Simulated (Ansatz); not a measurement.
Consider CFGeO (SMILES F[C]1=[Ge+][O]1) (charge +1).

Input

```
crystal:
  periodic: [false, false, false]
  atoms:
    - {symbol: C, position_ang: [-2.869450, -1.354631, -1.382441]}
    - {symbol: F, position_ang: [-2.439643, -1.170880, -0.211745]}
    - {symbol: Ge, position_ang: [-3.179271, -2.125068, -3.182632]}
    - {symbol: O, position_ang: [-3.679209, -0.596189, -1.932028]}
basis:
  gaussian: {orbitals: def2-TZVPD}
total_charge: 1
hamiltonian: {xc: pbe0}
output: {forces: true, orbitals: {seedname: orbitals}}
```

Launched as:

```sh
ansatz run input.yaml --threads 1 --pin off --max-ram 2610MiB --events-out events.jsonl --progress --plain --runs-dir runs
```

Geometry: PBE0-D3(BJ)/def2-SVP.

These are results of Ansatz, isolated molecule in a Gaussian basis; Kohn-Sham density functional theory, functional PBE0, not measurements.

### What will maps of the electron density and electron localisation function show?

C–O (1.24 Å): the density is about 3.2 e/Å³ at the midpoint; the ELF peaks at about 0.85 between the atoms; a short, strongly polar bond.
C–F (1.26 Å): ρ is about 2.9 e/Å³ halfway; the ELF peaks at about 0.85 between the atoms: a shared but strongly polarised pair.
C–Ge (1.98 Å): ρ at the midpoint is about 0.71 e/Å³; the ELF peaks at about 0.75 in the valence shell of C, 0.7 Å from its nucleus, and is about 0.40 at the midpoint.
Ge–O (2.04 Å): ρ is about 0.59 e/Å³ halfway; the ELF peaks at about 0.80 in the valence shell of O, 0.5 Å from its nucleus, and is about 0.25 at the midpoint.

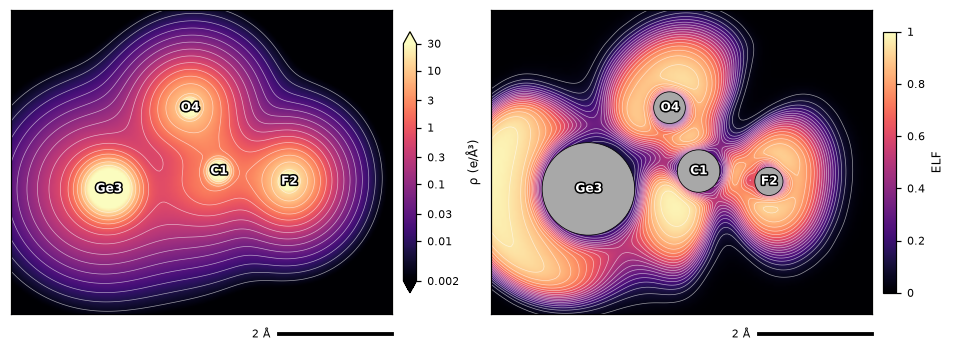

Computed electron density and electron localisation function on the molecular plane, in this order. Grey discs cover the atomic cores in the ELF map. 
